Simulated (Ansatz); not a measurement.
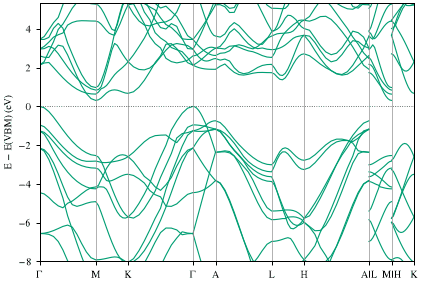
*Band structure from plane-wave PAW PBEsol (Ansatz code)*

Question: Read off the gap and where the band edges lie.

Answer: About 0.3 eV (0.31 eV by a search for the band edges); maximum at Γ, minimum at M.

The material is BAs in space group P6_222 (No. 180; B on 3d, As on 3c).

A made-up cell: these elements were put on the sites of a structure type; neither database checked (COD, Materials Project) lists it. It is not the phase usual at ambient conditions (space group No. 216). The cell was relaxed with PBEsol under the symmetry of its start; whether a distortion lowers the energy is not shown. Scalar-relativistic: spin–orbit coupling is off unless named, which matters more the heavier the elements.

Potentials: the later of the program's two PAW sets.
